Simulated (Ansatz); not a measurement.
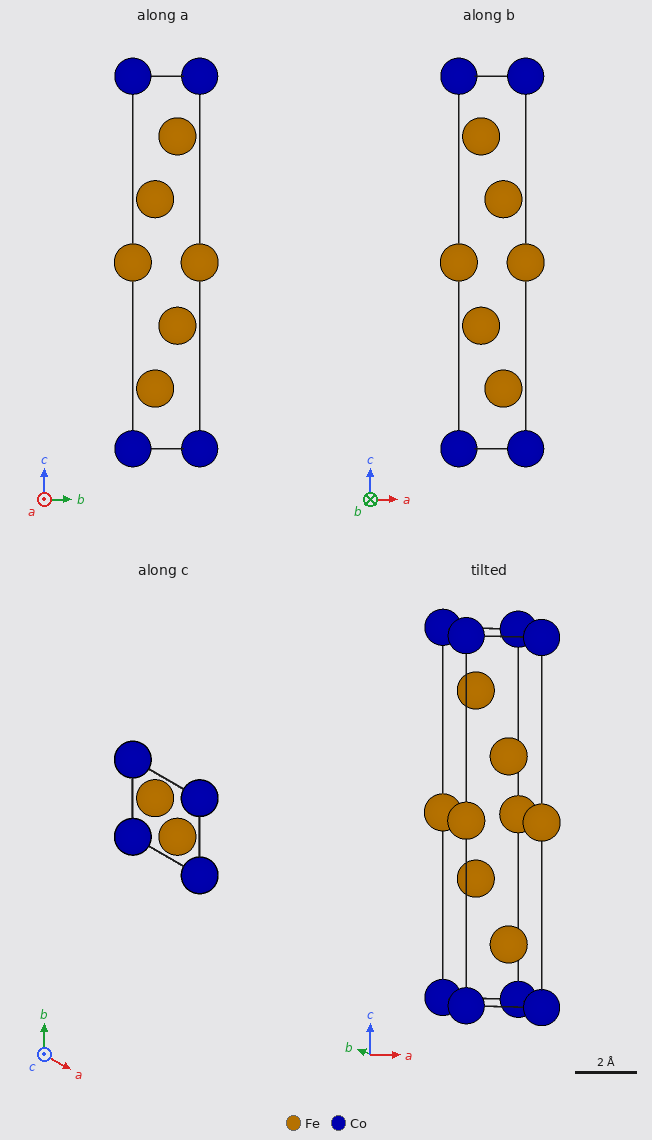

Crystal structure, spheres-only style, seen along the a axis, along the b axis, along the c axis and slightly off an axis. The edges of the conventional unit cell are marked.

Lattice parameters: a = 2.570 Å, b = 2.570 Å, c = 12.405 Å, α = 90.00°, β = 90.00°, γ = 120.00°.

Q: Write down what is shown as a table of Wyckoff sites, with free fractional coordinates to two decimals.

A: Space group P-3m1 (No. 164).
```tsv
atom	site	x	y	z
Fe	2d	0.6667	0.3333	0.67
Fe	1b	0.00	0.00	0.50
Fe	2d	0.6667	0.3333	0.16
Co	1a	0.00	0.00	0.00
```

The initial geometry was a structure type filled with these elements by a generator (whether the compound takes this form wasn't checked). Earlier steps of the study may have refined or changed the cell and positions. An electronic-structure calculation with Ansatz was run on it.
